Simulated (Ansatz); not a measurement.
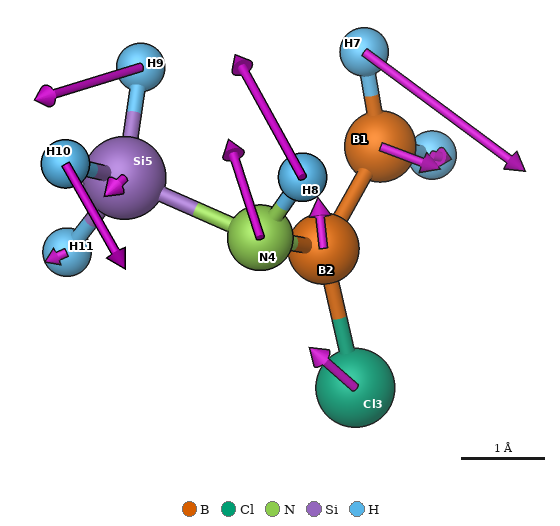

A relaxation of B$_{2}$SiNH$_{6}$Cl (coarse preliminary run). The starting structure is drawn; purple arrows show the displacements, at their true length. The two geometries are superimposed by the best rigid fit.

A ball-and-stick model, seen at a tilt.

The start comes from a force field.

These are results of RKS PBE-D4/def2-SVP (Ansatz 0.2.0), not measurements.

Input file:
```yaml
crystal:
  periodic: [false, false, false]
  atoms:
    - {symbol: B, position_ang: [0.350800, 0.986500, 1.599000]}
    - {symbol: B, position_ang: [0.822400, -0.297100, 0.723900]}
    - {symbol: Cl, position_ang: [2.538600, -0.850000, 0.909200]}
    - {symbol: N, position_ang: [-0.075600, -1.153200, -0.067100]}
    - {symbol: Si, position_ang: [-0.613500, -0.307700, -1.582900]}
    - {symbol: H, position_ang: [1.063700, 1.661300, 2.247500]}
    - {symbol: H, position_ang: [-0.804100, 1.362400, 1.539700]}
    - {symbol: H, position_ang: [-0.972300, -1.276100, 0.507200]}
    - {symbol: H, position_ang: [-1.284900, 0.980400, -1.186500]}
    - {symbol: H, position_ang: [-1.533600, -1.140900, -2.320300]}
    - {symbol: H, position_ang: [0.573900, -0.022500, -2.349100]}
basis:
  gaussian: {orbitals: def2-SVP}
hamiltonian: {xc: pbe, dispersion: d4}
relax: {f_tol: 0.03, max_steps: 200}
```

Run as
```bash
ansatz run in.yaml --threads 4 --pin off --events-out ev --progress --plain --max-ram 10444MiB
```

> Atoms of which element are displaced furthest, and by how much?

Hydrogen: up to 2.46 Å, against 1.48 Å for nitrogen.

> Describe the change and its energy.

H7 moves most after the best rigid fit: 2.46 Å. By element the largest moves are H 2.46 Å, N 1.48 Å, Cl 0.85 Å, B 0.79 Å, Si 0.39 Å. Among the contacts that change: B2–N4 1.471 → 1.405 Å, Si5–H10 1.444 → 1.501 Å, B1–B2 1.624 → 1.673 Å, N4–H8 1.072 → 1.025 Å. Among the angles between lasting bonds that change: B2–N4–Si5 111.0° → 126.4°, B1–B2–Cl3 117.5° → 103.2°, B1–B2–N4 124.9° → 138.9°. Groups turn about B1–B2 by about 90°. Over 20 accepted moves (22 points after the start) the energy falls by 1.526 eV. Largest force component: 2.7 eV/Å at the start, 0.03 eV/Å at the end. The line search rejected the trial steps at points 12, 20 of the run. The run took 51 s on 4 threads of Arm Neoverse N1, with other jobs on the host.
